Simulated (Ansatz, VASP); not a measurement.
# WS2 (Tungstenite) in two plane-wave programs

Wanted: the spread between two codes on one cell, functional and k mesh.

Calculated with Ansatz 0.2.0; plane waves, with VASP 6.6.1 beside it; single point at LDA.

## Step 1: Set-up

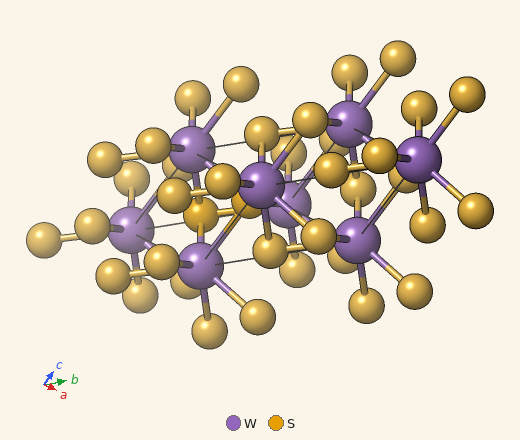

The cell as given, slightly off an axis (tungsten purple, sulfur orange). Some periodic images of atoms are drawn too.

## Step 2: Ansatz: single point, LDA

Ansatz runs on its default PAW (the set named soft_2) files.

A single point gives forces, pressure and levels at one fixed geometry, so differences don't come from the geometry; what else differs is listed under the comparison.

input.yaml reads:

```yaml
crystal:
  lattice:
    - [1.579, 0.9116360751, 6.1633333333]
    - [-1.579, 0.9116360751, 6.1633333333]
    - [0.0, -1.8232721501, 6.1633333333]
  atoms:
    - { symbol: W, position: [-0.012977, 0.010914, 0.008371] }
    - { symbol: S, position: [0.2544, 0.25016, 0.241222] }
    - { symbol: S, position: [0.416203, 0.408675, 0.439519] }
hamiltonian:
  xc: lda
  pseudopotentials: { kind: paw }
kpoints:
  mp_grid: { grid: [10, 10, 10] }
scf:
  occupations: { method: fermi_dirac, width: 0.05 }
  n_extra_bands: 4
output:
  forces: true
  stress: true
  eigenvalues: true
  write_density: true
  write_potential: true
  elf: true
  volumetric_format: npy
```

On the command line:

```console
$ ansatz run input.yaml --threads 2 --pin off --max-ram 4608MiB --backend cpu --events-out ev --progress --plain --runs-dir out
```

Numbers of over 12 decimals in the logs are rounded to 6 here.

Log:

```text
basis.fft_grid_basis auto: the FFT boxes are laid along the combinations [[1, -1, 0], [0, 1, 0], [0, -1, 1]] of the cell's own vectors, 3.158, 6.427 and 3.158 Å long. The dense box has 24×45×24 points. Along the cell's own vectors, as sized, it would have 45×45×45, 3.52 times as many. basis.fft_grid_basis: typed keeps the cell's own vectors: state it where this run's energies or levels are differenced outside the eng [...]
scf.n_extra_bands = 4 over 13 filled bands (N_el = 26.0): the run solves 17 bands
Engine: ansatz 0.2.0, aarch64-unknown-linux-gnu
Pseudopotentials: kind: paw
Pseudopotential: W, paw, valence charge 14, recommended cutoff 420 eV (normal), W.paw.azcp
Pseudopotential: S, paw, valence charge 6, recommended cutoff 420 eV (normal), S.paw.azcp
Functional definition: SPW92
  exchange = slater_x
  correlation = pw_c
Crystal: 3 atoms, lattice volume = 53.232 Å³
Basis set: ecut = 420 eV, 1011 PW (Γ), FFT grids on a1−a2, a2, −a2+a3
Bands: 17, of which v1, the nominal top of the filled ones, is band 13 counted from 1 (12 counted from 0)
Symmetry: 1 space group operations
Space group: P1 (ITA 1), of the structure as read, at distance tolerance 3.8e-5 Å
k-points: 504 of 1000 (time reversal used)
Non-local potential: W, projectors of the file, l = 0: 3, l = 1: 2, l = 2: 2, l = 3: 1
Non-local potential: S, projectors of the file, l = 0: 2, l = 1: 2, l = 2: 2
PAW form: soft (Blöchl's): semilocal exchange-correlation on the pseudo side does not see the compensation charge
PAW frozen core: W, regenerated for the run's functional, and the local potential with it (the file was generated under x = pbe(κ = 0.804, μ = 0.219515), c = pbe(β = 0.066725))
PAW frozen core: S, regenerated for the run's functional, and the local potential with it (the file was generated under x = pbe(κ = 0.804, μ = 0.219515), c = pbe(β = 0.066725))
PAW one-centre angular grid: W, 590 points (default); XC on 64 Gauss nodes
PAW one-centre angular grid: S, 110 points (default); XC on 64 Gauss nodes
Initial density: superposition of atomic densities (neutral atoms: chi_scale 0, normalization atom), corrected by the library's trained network
Initial wavefunctions: pseudopotential atomic-orbital guess
Functional: x = slater, c = lda
SCF iter   1: F=—  HF=-11871.610192 eV  |F-HF|=—  |Δ(HF+E_count)|=         —  Δρ=9.91e-3  dr2=8.49e-2  ethr=1.77e-3  ⟨swp⟩=5.9  Hψ=48489  notcnv=0
preconditioner: auto → none  [insulator: Δε(μ)=0.920 eV  Ē_g=8.579 eV  σ=0.050 eV  W_gap=1.00  n_scr=16 (ndim 8)  ℏωp=21.6 eV  f_vac=0.011  D(μ)=0.00/eV (n_scr^D=0)  ε∞_Penn≈7.3]
SCF iter   2: F=—  HF=-11871.642200 eV  |F-HF|=—  |Δ(HF+E_count)|=   3.20e-2  Δρ=1.24e-2  dr2=2.90e-1  ethr=3.27e-4  ⟨swp⟩=3.8  Hψ=21537  notcnv=0  recentre
SCF iter   3: F=—  HF=-11871.598219 eV  |F-HF|=—  |Δ(HF+E_count)|=   4.40e-2  Δρ=4.50e-3  dr2=8.39e-3  ethr=3.27e-4  ⟨swp⟩=3.0  Hψ=15137  notcnv=0
SCF iter   4: F=—  HF=-11871.597589 eV  |F-HF|=—  |Δ(HF+E_count)|=   6.30e-4  Δρ=9.71e-4  dr2=2.93e-4  ethr=3.23e-5  ⟨swp⟩=1.9  Hψ=11667  notcnv=0
SCF iter   5: F=—  HF=-11871.597601 eV  |F-HF|=—  |Δ(HF+E_count)|=   1.17e-5  Δρ=1.33e-4  dr2=3.30e-6  ethr=1.13e-6  ⟨swp⟩=2.4  Hψ=12738  notcnv=0
SCF iter   6: F=—  HF=-11871.597603 eV  |F-HF|=—  |Δ(HF+E_count)|=   1.92e-6  Δρ=2.52e-5  dr2=3.19e-7  ethr=1.27e-8  ⟨swp⟩=2.0  Hψ=13039  notcnv=0
SCF iter   7: F=-11871.597603 eV  HF=-11871.597603 eV  |F-HF|=2.09e-8  |Δ(HF+E_count)|=   8.57e-8  Δρ=7.39e-6  dr2=3.06e-8  ethr=3.85e-10  ⟨swp⟩=10.2  Hψ=63781  notcnv=0
SCF 1 converged in 7 iterations: F = -11871.597603 eV  dr2 = 3.06e-8
  greatest PAW one-centre occupation: 1.000 electrons in one spin orbital (limit 2), on the W atom at site 0 (counted from 0), in its partial waves of l = 0
SCF converged after 7 iterations
Free energy (F): -11871.597603 eV
Harris-Foulkes:  -11871.597603 eV  (|F-HF|=2.09e-8)
Internal energy: -11871.597602 eV  (E = F + TS)
E sigma→0 (E₀):  -11871.597602 eV
Entropy (-TS):   -0.000001 eV (-0.000 meV/atom)
Fermi energy:    11.835497 eV
--- Per-component energies (eV) ---
  E_band       = -191.588743
  E_kinetic    = 666.138573
  E_local      = -1719.361086  (includes V_loc(G=0)·N_el)
  E_nonlocal   = 65.125925
  E_hartree    = 676.609937
  E_xc         = -458.301425
  E_vxc        = -415.378717  (∫ρ·V_xc dr)
  E_paw        = -9447.194502  (= ΣΔE_a)
  E_vpaw       = -141.333257  (= ΣTr[D̂ρ^β])
  E_aug_tail   = -0.000064  (compensation charges beyond the density's cutoff)
  E_ewald      = -1655.204508
  E_core_change = 0.589548  (= ΣΔE_core)
  E_smearing   = -0.000001  (= −TS)
  E_closure    = 0.000000  (closes the sum)
  Σ components = -11871.597603   (vs F -11871.597603, Δ=0.00e0)
--- Forces (eV/Å), atoms counted from 1 ---
  atom   1  W      0.91677101     0.02916305    -0.23825634
  atom   2  S     -0.44990085    -0.33380047     0.99169863
  atom   3  S     -0.46687167     0.30463641    -0.75345581
  max |Σ_I F_I| component: 1.35e-5 eV/Å
--- Stress (GPa, compression-positive) ---
       -5.789790       0.760069      -0.058880
        0.760069      -5.714413       2.903032
       -0.058880       2.903032      -8.847755
  P = ⅓ Tr σ = -6.7840 GPa (-67.840 kbar)
--- Band table (eV; the first three rows and the last of 504) ---
  k-point 0: bands = [... 9 lower, 9.1283, 9.5494, 10.0063, 10.0973, 13.4065, 13.7918, 13.8674, 14.0381]
  k-point 1: bands = [... 9 lower, 8.6390, 9.1441, 10.0732, 10.2348, 13.3247, 13.5398, 13.7553, 14.1004]
  k-point 2: bands = [... 9 lower, 8.5292, 8.7807, 9.8198, 10.0416, 12.7225, 13.5172, 13.9211, 14.5888]
  k-point 503: bands = [... 9 lower, 8.1924, 9.1772, 9.6022, 11.4047, 13.4823, 13.6482, 13.8118, 14.0655]
```

Wall time 31 s (2 threads of Arm Neoverse V1, shared host); peak memory 0.69 GiB.

The run ends at a pressure of -6.78 GPa, with forces up to 1.1 eV/Å.

## Step 3: VASP: single point, LDA

The same cell, functional (in two slightly different forms), mesh and smearing now go to VASP, with its own data sets and cutoff.

Lines of VASP's logs that name or quote its potential files are left out, and so is its time.

INCAR reads:

```
SYSTEM = WS2
PREC = Accurate
ENCUT = 400
EDIFF = 1E-06
NELM = 100
ISMEAR = -1
SIGMA = 0.05
LREAL = .FALSE.
ALGO = Normal
GGA = CA
NBANDS = 15
LASPH = .TRUE.
LORBIT = 11
LWAVE = .FALSE.
LCHARG = .FALSE.
KPAR = 4
ISIF = 2
```

POSCAR reads:

```
WS2
1.0
    1.5790000000      0.9116360751      6.1633333333
   -1.5790000000      0.9116360751      6.1633333333
    0.0000000000     -1.8232721501      6.1633333333
W S
1 2
Direct
   -0.0129770000      0.0109140000      0.0083710000
    0.2544000000      0.2501600000      0.2412220000
    0.4162030000      0.4086750000      0.4395190000
```

KPOINTS reads:

```
Automatic mesh
0
Gamma
10 10 10
0 0 0
```

The projector-augmented-wave data sets are W and S (PBE family, release 64).

On the command line:

```console
$ mpirun -np 4 vasp_std
```

Log:

```text
[banner, memory and clock lines left out]
running    4 mpi-ranks, on    1 nodes
 distrk:  each k-point on    1 cores,    4 groups
 distr:  one band on    1 cores,    1 groups

 POSCAR found type information on POSCAR W S
 POSCAR found :  2 types and       3 ions
|                                                                             |
|               ----> ADVICE to this user running VASP <----                  |
|                                                                             |
|     You enforced a specific xc type in the INCAR file but a different       |
|     [... a line on the potential file left out ...]
|     I HOPE YOU KNOW WHAT YOU ARE DOING!                                     |
|                                                                             |

 LDA part: xc-table for (Slater(with rela. corr.)+CA(PZ))
 , standard interpolation
 POSCAR, INCAR and KPOINTS ok, starting setup
 FFT: planning ... GRIDC
 FFT: planning ... GRID_SOFT
 FFT: planning ... GRID
 WAVECAR not read
 entering main loop
       N       E                     dE             d eps       ncg     rms          rms(c)
DAV:   1     0.601523956178E+02    0.60152E+02   -0.69023E+03 15600   0.844E+02
DAV:   2    -0.234105781662E+02   -0.83563E+02   -0.78437E+02 20016   0.204E+02
DAV:   3    -0.276636406300E+02   -0.42531E+01   -0.42205E+01 20062   0.465E+01
DAV:   4    -0.277143305709E+02   -0.50690E-01   -0.50669E-01 19481   0.574E+00
DAV:   5    -0.277153127848E+02   -0.98221E-03   -0.98214E-03 20910   0.773E-01    0.292E+01
DAV:   6    -0.265431195296E+02    0.11722E+01   -0.30808E+00 22764   0.131E+01    0.123E+01
DAV:   7    -0.263812873915E+02    0.16183E+00   -0.10943E+00 16968   0.850E+00    0.709E+00
DAV:   8    -0.262992910840E+02    0.81996E-01   -0.16363E-01 19454   0.354E+00    0.104E+00
DAV:   9    -0.262981635167E+02    0.11276E-02   -0.22528E-02 19789   0.106E+00    0.553E-01
DAV:  10    -0.262972149774E+02    0.94854E-03   -0.62539E-03 19501   0.510E-01    0.201E-01
DAV:  11    -0.262971038817E+02    0.11110E-03   -0.75074E-04 19572   0.189E-01    0.608E-02
DAV:  12    -0.262971043729E+02   -0.49115E-06   -0.24590E-05 20727   0.403E-02    0.550E-02
DAV:  13    -0.262971011731E+02    0.31998E-05   -0.15386E-05 19761   0.241E-02    0.157E-02
DAV:  14    -0.262971009679E+02    0.20511E-06   -0.15186E-06 14784   0.895E-03
   1 F= -.26297101E+02 E0= -.26297101E+02  d E =-.624957E-06
```

Parts of OUTCAR (step 3):

```text
ion  position               nearest neighbor table
   1  0.987  0.011  0.008-   2 2.39   3 2.40   3 2.40   2 2.45   2 2.46   3 2.46
   2  0.254  0.250  0.241-   1 2.39   1 2.45   1 2.46
   3  0.416  0.409  0.440-   1 2.40   1 2.40   1 2.46

  LATTYP: Found a trigonal (rhomboedric) cell.
 ALAT       =     6.4273633094
 COS(alpha) =     0.8792940837

 Subroutine GETGRP returns: Found  1 space group operations
 (whereof  1 operations were pure point group operations)

The static configuration has the point symmetry C_1 .

 Found    504 irreducible k-points:

   k-points           NKPTS =    504   k-points in BZ     NKDIM =    504   number of bands    NBANDS=     15

   dimension x,y,z NGX =    42 NGY =   42 NGZ =   42
   dimension x,y,z NGXF=    84 NGYF=   84 NGZF=   84

   ENCUT  =  400.0 eV  29.40 Ry    5.42 a.u.  10.48 10.48 10.48*2*pi/ulx,y,z

   NELECT =      18.0000    total number of electrons

 k-points in reciprocal lattice and weights: Automatic mesh
   0.00000000  0.00000000  0.00000000       0.001
   0.10000000 -0.00000000  0.00000000       0.002
  -0.00000000  0.10000000  0.00000000       0.002
   0.00000000  0.00000000  0.10000000       0.002
   0.20000000 -0.00000000  0.00000000       0.002
  -0.00000000  0.20000000  0.00000000       0.002
   0.00000000  0.00000000  0.20000000       0.002
   0.30000000  0.00000000  0.00000000       0.002
   0.00000000  0.30000000  0.00000000       0.002
[...]
0.50000000  0.40000000 -0.40000000       0.002
   0.50000000  0.50000000  0.50000000       0.001

 average (electrostatic) potential at core
       1 -39.6419       2 -85.7060       3 -85.7201

 E-fermi :   6.5310

 k-point     1 :       0.0000    0.0000    0.0000
  band No.  band energies     occupation
    ...
      5       2.8961      2.00000
      6       3.8266      2.00000
      7       4.2494      2.00000
      8       4.7077      2.00000
      9       4.7866      2.00000
     10       8.1208      0.00000
     11       8.5043      0.00000
     12       8.5819      0.00000
     13       8.7505      0.00000
     14      10.9520      0.00000
    ...

 k-point     2 :       0.1000   -0.0000    0.0000
  band No.  band energies     occupation
    ...
      5       2.9637      2.00000
      6       3.2798      2.00000
      7       3.9400      2.00000
      8       4.6844      2.00000
      9       4.9947      2.00000
     10       7.9798      0.00000
     11       8.3695      0.00000
     12       8.5236      0.00000
     13       8.6828      0.00000
     14      11.6654      0.00000
    ...

 k-point     3 :      -0.0000    0.1000    0.0000
  band No.  band energies     occupation
    ...
      5       3.0494      2.00000
      6       3.4751      2.00000
      7       3.6940      2.00000
      8       4.7012      2.00000
      9       5.0131      2.00000
     10       8.0811      0.00000
     11       8.1844      0.00000
     12       8.4271      0.00000
     13       8.8747      0.00000
     14      11.6840      0.00000
    ...

  Total       -1.7640097     -1.7397672     -2.6808522      0.2707074      0.9874484     -0.0195367
  in kB      -53.0934570    -52.3638034    -80.6887356      8.1477978     29.7203860     -0.5880190
  external PRESSURE =     -62.0486653 kB  Pullay stress =       0.0000000 kB

  energy-cutoff  :      400.00
  volume of cell :       53.23
      direct lattice vectors                 reciprocal lattice vectors
     1.579000000  0.911636075  6.163333333     0.316656111  0.182821491  0.054083288
    -1.579000000  0.911636075  6.163333333    -0.316656111  0.182821491  0.054083288
     0.000000000 -1.823272150  6.163333333     0.000000000 -0.365642982  0.054083288

 POSITION                                       TOTAL-FORCE (eV/Angst)
 -----------------------------------------------------------------------------------
      1.54128      0.89449      6.20221         0.937446      0.030178     -0.243441
      0.00669      0.02016      4.59650        -0.460225     -0.341907      0.912847
      0.01189     -0.04937      7.79290        -0.477221      0.311729     -0.669406
 -----------------------------------------------------------------------------------
    total drift:                               -0.000080     -0.000007      0.000017

  FREE ENERGIE OF THE ION-ELECTRON SYSTEM (eV)
  ---------------------------------------------------
  free  energy   TOTEN  =       -26.2971009679 eV

  energy  without entropy=      -26.2971003430  energy(sigma->0) =      -26.29710066

 total charge
# of ion       s       p       d       tot
------------------------------------------
    1        0.548   0.684   4.319   5.551
    2        1.351   2.314   0.000   3.666
    3        1.351   2.321   0.000   3.672
--------------------------------------------------
tot          3.251   5.319   4.319  12.889

[... 3 further parts left out ...]
```

The run ends at a pressure of -6.20 GPa, with forces up to 1.1 eV/Å.

## Step 4: Comparison

Known differences besides the PAW data sets themselves: the two LDA forms differ slightly; the data sets hold 26 valence electrons in Ansatz (default PAW (the set named soft_2) files) and 18 in VASP; the cutoff is 420 eV in Ansatz and 400 eV in VASP; Ansatz makes its cores anew for this functional, VASP keeps those of its PBE data sets. Total energies have different zeros and are not compared.

The two programs side by side:

```
              quantity  Ansatz   VASP  difference
        pressure (GPa)   -6.78  -6.20       -0.58
gap on the k mesh (eV)   0.930  0.949      -0.019
```

Forces (eV/Å; atoms numbered as in POSCAR):

```
atom         Ansatz x, y, z           VASP x, y, z
  W1   0.917, 0.029, -0.238   0.937, 0.030, -0.243
  S2  -0.450, -0.334, 0.992  -0.460, -0.342, 0.913
  S3  -0.467, 0.305, -0.753  -0.477, 0.312, -0.669
```

The forces differ by 40 meV/Å r.m.s., which is 7.0 % of the r.m.s. force of 0.57 eV/Å (both taken over all components).

## Step 5: Looking for the cause

The difference is large enough to ask for its cause, so further runs change the set-up of one program at a time, as the table lists.

```
                                                           run  r.m.s. force difference (% of the r.m.s. force)
                                                      as above                                              7.0
cores kept as stored, as VASP does, whose cores stay as stored                                              5.9
                       Ansatz's larger PAW set (cutoff 880 eV)                                              6.5
                    norm-conserving potentials (cutoff 952 eV)                                              9.4
```

## Step 6: Summary of results

| Item | Value |
| --- | --- |
| r.m.s. force difference (single point, LDA) | 7.0 % of the r.m.s. force |
| difference in pressure (single point, LDA) | -0.58 GPa |

In words: The r.m.s. force difference is 7.0 % of the r.m.s. force (single point, LDA), beyond the 3 % picked in this series as the mark of a large difference. For single point, LDA: no further run halves the r.m.s. force difference; only Ansatz's side was varied. 1 further run on this material is not shown. How closely two codes agree says nothing of how well the functional describes the real material.

[Lines on the potential files, build, host, timing and source positions are cut from VASP's logs without a mark.]

[Logs are printed without paths, hosts, clocks, repeated set-up lines and the standing remarks that a program may print on its own settings, such as how far it seeks lower states.]

[Hosts, paths, dates, database ids (printed as entryN), source tags and the programs' standing remarks are cut or masked in the printed files.]
